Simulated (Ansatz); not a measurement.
Molecule (SMILES): OCl (OH-Cl).
Atoms: O1, H2, Cl3. Bonds: O1-H2, O1-Cl3.

Basis-set convergence of the optimised O1-Cl3 bond length at HF with Ansatz (a first-principles code). Cartesian d functions, on some or all atoms, in 6-31G*, 6-31G**, 6-311G**, 6-311+G**; all else is spherical. The program fits the integrals of some runs and decomposes those of others, by size. No added dispersion term, no relativity. Reference: the value in aug-pcseg-3, 1.6413 Å, itself unsure by roughly 0.0003 Å (its mean distance from aug-cc-pV(Q+d)Z, def2-QZVPPD, pcseg-3). Deviations are taken from unrounded values.

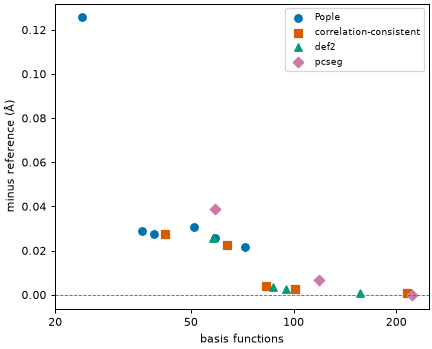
Figure: Deviation from the reference against the number of basis functions, by family of sets.

| basis | functions | optimised O1-Cl3 bond length (Å) | minus reference (Å) |
|---|---|---|---|
| 3-21G | 24 | 1.7669 | 0.1256 |
| 6-31G* | 36 | 1.6702 | 0.0289 |
| 6-31G** | 39 | 1.6688 | 0.0274 |
| cc-pV(D+d)Z | 42 | 1.6688 | 0.0275 |
| 6-311G** | 51 | 1.6719 | 0.0306 |
| def2-SVPD | 58 | 1.6669 | 0.0255 |
| 6-311+G** | 59 | 1.6668 | 0.0255 |
| aug-pcseg-1 | 59 | 1.6800 | 0.0387 |
| aug-cc-pV(D+d)Z | 64 | 1.6640 | 0.0227 |
| 6-311++G(2d,2p) | 72 | 1.6630 | 0.0217 |
| cc-pV(T+d)Z | 83 | 1.6453 | 0.0040 |
| def2-TZVPP | 87 | 1.6446 | 0.0033 |
| def2-TZVPD | 95 | 1.6437 | 0.0024 |
| jun-cc-pV(T+d)Z | 101 | 1.6439 | 0.0025 |
| aug-pcseg-2 | 119 | 1.6482 | 0.0069 |
| def2-QZVPP | 157 | 1.6419 | 0.0006 |
| aug-cc-pV(Q+d)Z | 215 | 1.6419 | 0.0006 |
| aug-pcseg-3 | 223 | 1.6413 | 0.0000 |
